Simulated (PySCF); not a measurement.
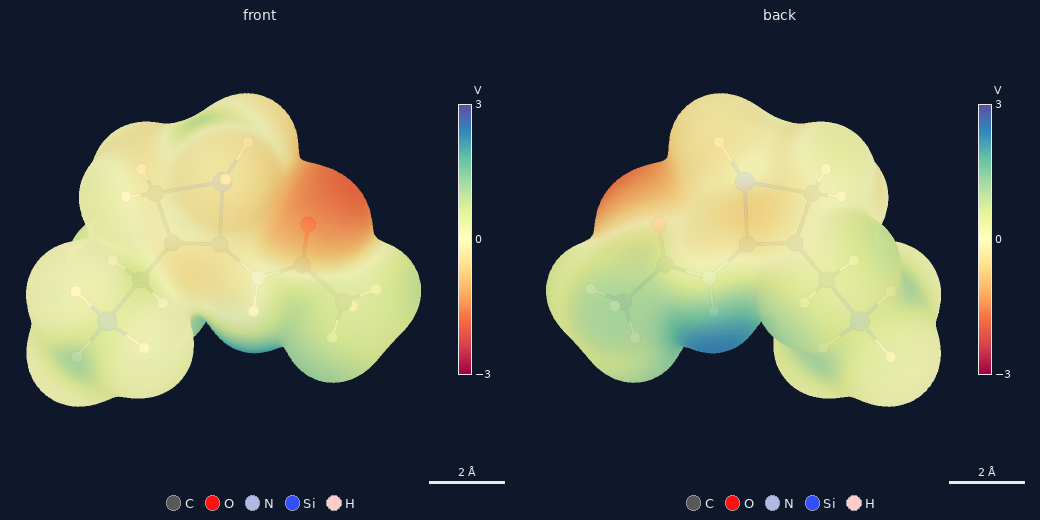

Figure. C6H13NOSi2. The molecular electrostatic potential painted on the density surface at 0.002 e/bohr³, seen from the front and from behind; the colour scale runs from red (negative) to blue (positive).

Geometry: GFN2-xTB.

Method: PBE0/pcSseg-1, SCF density, gas phase, non-relativistic (PySCF).

Input

```
{"job": {"kind": "nmr", "xc": "PBE0", "basis": "pcSseg-1"}, "charge": 0, "multiplicity": 1}
C      3.658204    -0.733851     0.178040
C      2.466722     0.194034     0.211342
O      2.537892     1.362577     0.564369
N      1.297903    -0.355372    -0.186334
C      0.188817     0.476047    -0.169449
C     -1.106813     0.332636    -0.484800
C     -1.885536    -0.832363    -0.965471
Si    -2.652642    -1.790836     0.499922
C     -1.670645     1.702072    -0.178636
Si     0.124918     2.275850     0.341920
H      4.518269    -0.229504     0.608010
H      3.449948    -1.641362     0.741159
H      3.885123    -1.006491    -0.851351
H      1.241981    -1.323122    -0.471416
H     -2.683716    -0.489243    -1.626514
H     -1.247465    -1.506015    -1.543303
H     -3.403008    -2.933677    -0.027808
H     -1.569106    -2.274852     1.360193
H     -3.543149    -0.916348     1.258963
H     -2.430451     1.676614     0.602619
H     -2.122866     2.177026    -1.049643
H      0.700317     3.265248    -0.559094
H      0.240551     2.597916     1.757361
```

Launched as:

```sh
OMP_NUM_THREADS=1 python probes_run.py task.json out
```

Question: Describe the electrostatic potential map.

Answer: The most negative region (about −1.8 V, or −42 kcal/mol for a unit charge) lies over O3, the most positive (about +2.4 V, or +55 kcal/mol for a unit charge) over H14. O3 is the likeliest acceptor of a hydrogen bond.

Question: What dipole moment does the calculation give?

Answer: Its dipole moment is 3.79 D.
